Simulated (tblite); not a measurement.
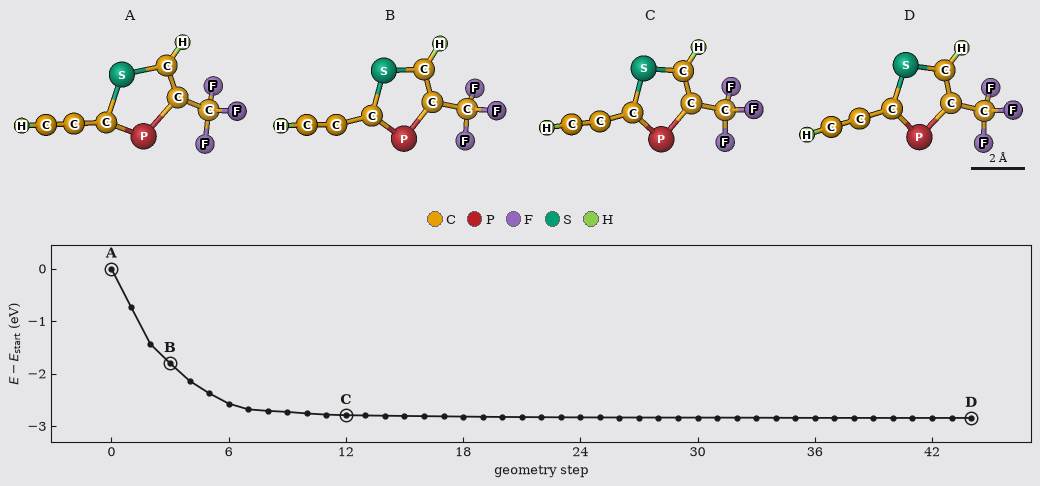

Frames of a relaxation of C$_{6}$H$_{2}$F$_{3}$PS, marked on the history of the run. The picture is a ball-and-stick view, seen at a tilt.

Computed with GFN2-xTB geometry optimisation, gas phase in tblite 0.8.0. 

Q: Describe the path.

A: A C atom moves most after the best rigid fit: 0.57 Å. By element the largest moves are C 0.57 Å, H 0.45 Å, S 0.39 Å, P 0.18 Å, F 0.16 Å. Some distances before and after: C–S 1.898 → 1.702 Å, C–P 1.966 → 1.773 Å, C–S 1.914 → 1.740 Å, C–F 1.380 → 1.340 Å. Among the angles between lasting bonds that change: C–C–P 159.9° → 123.8°, P–C–S 95.1° → 118.3°, C–P–C 111.6° → 91.5°. Over 44 geometry steps the energy falls by 2.844 eV. From step 0 to 3: a C atom moves most (0.33 Å), energy −1.801 eV. From step 3 to 12: an H atom moves most (0.27 Å), energy −0.991 eV. From step 12 to 44: an H atom moves most (0.27 Å), energy −0.052 eV.

| step | E − E(0), eV |
| --- | --- |
| 0 | 0.0000 |
| 1 | -0.7246 |
| 2 | -1.4378 |
| 3 | -1.8007 |
| 4 | -2.1363 |
| 5 | -2.3730 |
| 6 | -2.5702 |
| 7 | -2.6802 |
| 8 | -2.7101 |
| 9 | -2.7288 |
| 10 | -2.7591 |
| 12 | -2.7920 |
| 14 | -2.8020 |
| 15 | -2.8065 |
| 17 | -2.8145 |
| 19 | -2.8225 |
| 21 | -2.8281 |
| 23 | -2.8324 |
| 24 | -2.8340 |
| 26 | -2.8361 |
| 28 | -2.8373 |
| 30 | -2.8381 |
| 31 | -2.8385 |
| 33 | -2.8401 |
| 35 | -2.8425 |
| 37 | -2.8437 |
| 39 | -2.8442 |
| 40 | -2.8443 |
| 42 | -2.8444 |
| 44 | -2.8445 |
